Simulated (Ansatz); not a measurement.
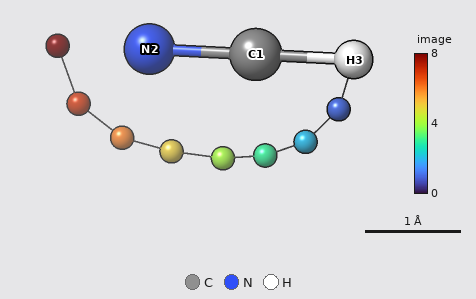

A nudged-elastic-band calculation for CHN. Images are numbered from 0 (start) to 8 (end). The start is drawn whole; smaller spheres mark the moving atoms (H) in the later images, joined by lines and coloured by the number of the image. The picture is a ball-and-stick view, seen at a tilt.

Level of theory: UHF/6-31G (Ansatz).

The input:
```yaml
crystal:
  periodic: [false, false, false]
  atoms:
    - { symbol: C, position_ang: [-0.006685, -0.028916, -0.006749] }
    - { symbol: "N", position_ang: [0.250603, 1.055101, 0.253735] }
    - { symbol: H, position_ang: [-0.243917, -1.026185, -0.246996] }
magnetization:
  spin_polarized: true
basis:
  gaussian: { orbitals: "6-31G" }
hamiltonian:
  xc: hf
neb:
  order_check: false
  images: 7
  f_tol: 0.05
  max_iterations: 60
  final_atoms:
    - { symbol: C, position_ang: [0.24890901, 1.04526571, 0.25210177] }
    - { symbol: "N", position_ang: [-0.01401666, -0.05847073, -0.01421222] }
    - { symbol: H, position_ang: [-0.23489135, -0.98679498, -0.23789955] }
  initial_path:
    images:
      - { positions_ang: [[-0.006685, -0.028916, -0.006749], [0.250603, 1.055101, 0.253735], [-0.243917, -1.026185, -0.246996]] }
      - { positions_ang: [[0.10695028, -0.0532872, 0.12355283], [0.17131479, 0.96225366, 0.16614847], [-0.27826407, -0.90896645, -0.2897113]] }
      - { positions_ang: [[0.22058556, -0.07765841, 0.25385466], [0.09202658, 0.86940631, 0.07856193], [-0.31261114, -0.7917479, -0.33242659]] }
      - { positions_ang: [[0.33422084, -0.10202961, 0.38415649], [0.01273837, 0.77655897, -0.0090246], [-0.34695821, -0.67452936, -0.37514189]] }
      - { positions_ang: [[0.44785612, -0.12640082, 0.51445832], [-0.06654984, 0.68371163, -0.09661114], [-0.38130528, -0.55731081, -0.41785718]] }
      - { positions_ang: [[0.39811934, 0.16651582, 0.44886918], [-0.05341654, 0.49816604, -0.07601141], [-0.3447018, -0.66468185, -0.37286777]] }
      - { positions_ang: [[0.34838257, 0.45943245, 0.38328005], [-0.04028325, 0.31262045, -0.05541168], [-0.30809832, -0.77205289, -0.32787837]] }
      - { positions_ang: [[0.29864579, 0.75234908, 0.31769091], [-0.02714996, 0.12707486, -0.03481195], [-0.27149483, -0.87942394, -0.28288896]] }
      - { positions_ang: [[0.24890901, 1.04526571, 0.25210177], [-0.01401666, -0.05847073, -0.01421222], [-0.23489135, -0.98679498, -0.23789955]] }
```

Command:
```bash
ansatz run input.yaml --threads 1 --pin off --max-ram 2048MiB --backend cpu --events-out ev --progress --plain --runs-dir out
```

### Describe the path and its energy.

A hydrogen atom shifts from one atom to another. Breaking: C1–H3 (1.05 → 1.21 at the top → 2.15 Å). Forming: N2–H3 (2.20 → 1.40 at the top → 0.98 Å). The energy climbs by 274.7 kJ/mol to image 4 and then falls by 239.6 kJ/mol, so the end point sits at +35.1 kJ/mol. The band converged in 11 iterations. The largest component of the band force went from 390 to 0.0033 eV/Å. The climbing image converged on the top of the path. Its vibrational analysis gives one imaginary mode (1246i cm⁻¹), as a transition state must have.

Limits of the set-up: Hartree-Fock leaves out electron correlation.

Cost: 36 s on 1 thread of Intel(R) Xeon(R) Processor @ 2.50GHz (Skylake/Cascade Lake), with other jobs on the host, peak memory 0.083 GiB.
